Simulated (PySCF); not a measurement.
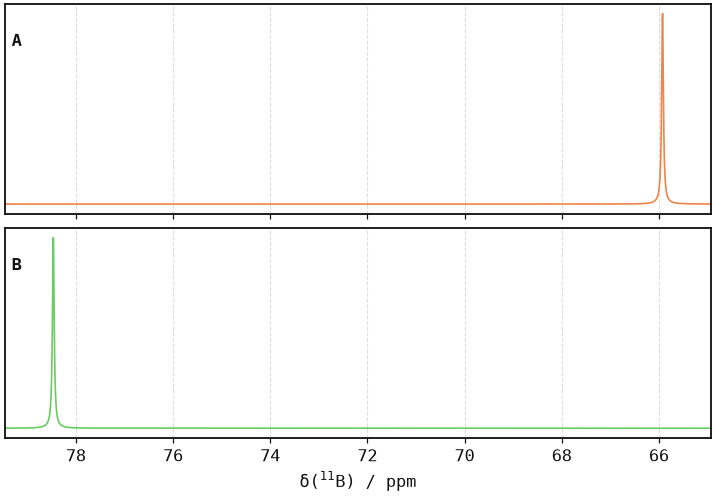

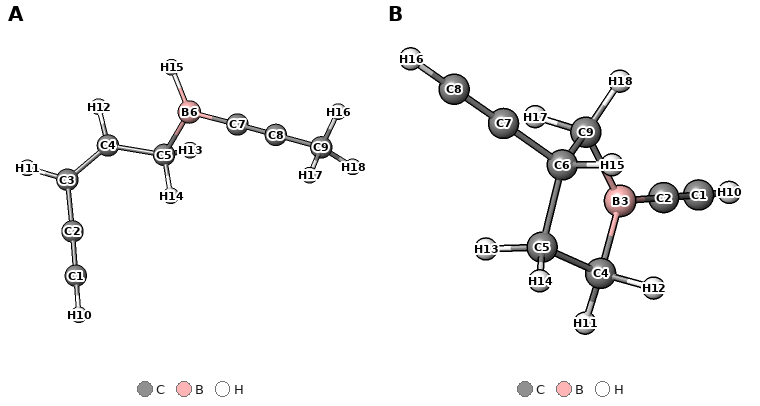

Related molecules: A is C₈H₉B, SMILES C#C/C=C\CBC#CC; B is C₈H₉B, SMILES C#CB1CC[C@H](C#C)C1. GIAO ¹¹B shifts against BF₃.OEt₂, PBE0/pcSseg-1 with PySCF, at a PBE0-D3(BJ)/def2-SVP geometry (no frequency check); fully decoupled, line heights follow the number of nuclei within a panel, widths are arbitrary (no quadrupolar broadening); values of one conformer, averaged over nuclei that symmetry or rotation about single bonds exchange, these motions taken as fast; other conformers aren't averaged in.

> How does the ¹¹B shift respond?

From A (65.9 ppm) to B (78.5 ppm) the nucleus is deshielded by 12.5 ppm.
